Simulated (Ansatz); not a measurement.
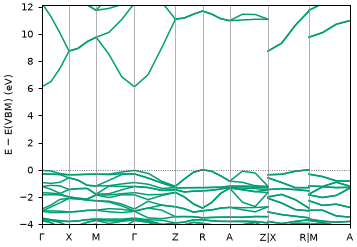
Band structure from HSE06 (plane waves, PAW; program Ansatz)

Problem. Read off the gap and where the band edges lie.

Solution. About 6.1 eV (6.10 eV among the points solved); maximum at R, minimum at Γ.

The material is ZnF₂ (rutile, P4_2/mnm).

The cell was relaxed with HSE06 under the symmetry of its start. The hybrid was solved on a coarse mesh, the path and, where they were found, the r²SCAN edge points; its band edges are the extreme levels among these.

Potentials: the later of the program's two PAW sets.
